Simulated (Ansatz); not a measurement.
**Fields on a plane of ZrRh (space group Pnma)**

```yaml
crystal:
  lattice:
    - [6.01223, 0.00000, 0.00000]
    - [0.00000, 4.40097, 0.00000]
    - [0.00000, 0.00000, 5.21526]
  atoms:
    - { symbol: Zr, position: [0.32489, 0.25000, 0.35891] }
    - { symbol: Zr, position: [0.67511, 0.75000, 0.64109] }
    - { symbol: Zr, position: [0.17511, 0.75000, 0.85891] }
    - { symbol: Zr, position: [0.82489, 0.25000, 0.14109] }
    - { symbol: Rh, position: [0.95297, 0.25000, 0.66867] }
    - { symbol: Rh, position: [0.04703, 0.75000, 0.33133] }
    - { symbol: Rh, position: [0.54703, 0.75000, 0.16867] }
    - { symbol: Rh, position: [0.45297, 0.25000, 0.83133] }
```

The slice is a (001) plane (indices of the conventional cell) through the point (0.453, 0.250, 0.831) (fractional), spanned by u = [010] and v = [100] in vectors of this cell: u (4.40 Å) and v (6.01 Å, at 90° to u). It covers one period; positions are fractions (u, v).

Atoms on it: Zr at (0.50, 0.72), 0.1 Å off the plane; Rh at (0.00, 0.00). Other atoms lie within 1 Å of the plane.

All values below come from LDA (plane waves to 420 eV, PAW, scalar-relativistic; Ansatz, a program for electronic structure). k mesh 8×11×9. Near the nuclei the fields are pseudised (PAW); where an atom keeps semicore shells as valence, they peak there. ZrRh is run without spin polarisation. ZrRh was relaxed with its symmetry unable to fall.

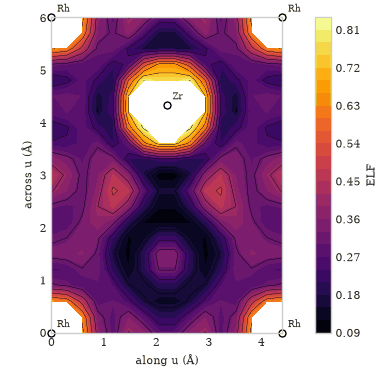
Figure: Electron localisation function (ELF), one period of the plane, atoms marked. Points within 0.5 Å of a nucleus are left white, as the pseudised field means little there.

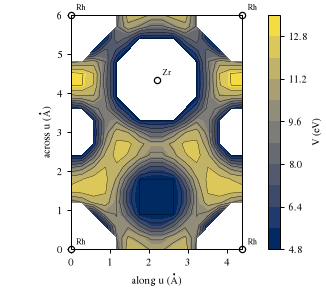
Electrostatic potential energy of an electron, from the cell's mean, in eV, one period of the plane, atoms marked. Points within 1 Å of a nucleus are left white, as the pseudised field means little there. Values under 5 eV are set to 5. The zero, the cell's mean, hangs on the PAW cores.
